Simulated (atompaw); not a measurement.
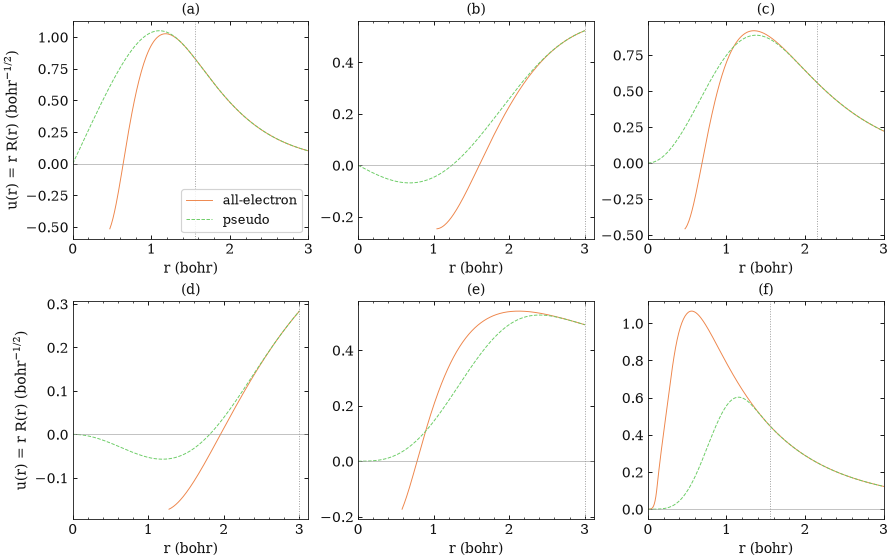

Partial waves u(r) = r R(r), all-electron (solid) and pseudo (dashed). Dotted lines mark the matching radii. The all-electron curves start outside the innermost oscillations, which aren't drawn.

atompaw 4.2.0.5, PBE, scalar-relativistic. The levels are (a) -47.49 eV, (b) -3.71 eV, (c) -24.83 eV, (d) -1.17 eV, (e) -1.30 eV, (f) -3.03 eV.

> Which element and which shells are these?

Terbium (Tb), core [Kr] 4d10, valence 4f9 5s2 5p6 5d0 6s2 6p0 (neutral): (a) 5s, (b) 6s, (c) 5p, (d) 6p, (e) 5d, (f) 4f.

> Are the pseudo-waves norm-conserving?

No. It is a PAW set: the norm inside the radius is free, and the augmentation charge carries the difference.
